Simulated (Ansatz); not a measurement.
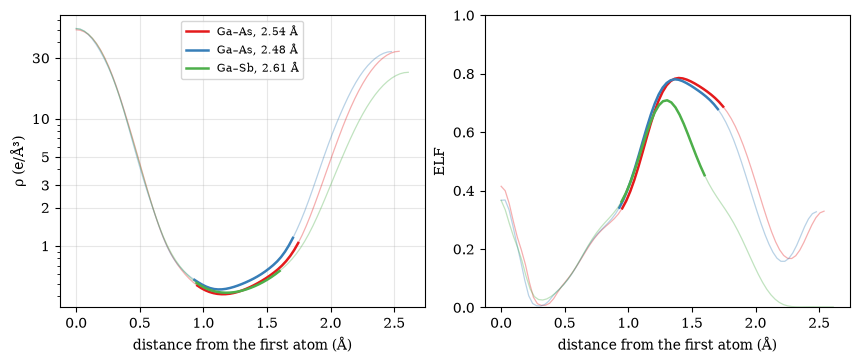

Figure 1: Ga₄SbAs₃. Valence electron density and ELF along straight lines between neighbouring atoms. Thin, pale parts lie inside the atomic spheres.

Space group Amm2; started from the ordered alloy on zincblende lattice prototype, which need not be the ambient phase.

Method: DFT, PBE, plane waves, PAW (Ansatz 0.2.0).

Core electrons are frozen (PAW), and the valence fields are smoothed inside the atomic spheres.

What can be read from the curves?

Ga–As (2.54 Å): ρ at the midpoint is about 0.43 e/Å³; the ELF peaks at about 0.80 between the atoms: localised, covalent bonding.
Ga–As (2.48 Å): the density is about 0.48 e/Å³ at the midpoint; the ELF peaks at about 0.80 between the atoms: a covalent bond.
Ga–Sb (2.61 Å): ρ is about 0.44 e/Å³ halfway; the ELF peaks at about 0.70 between the atoms.
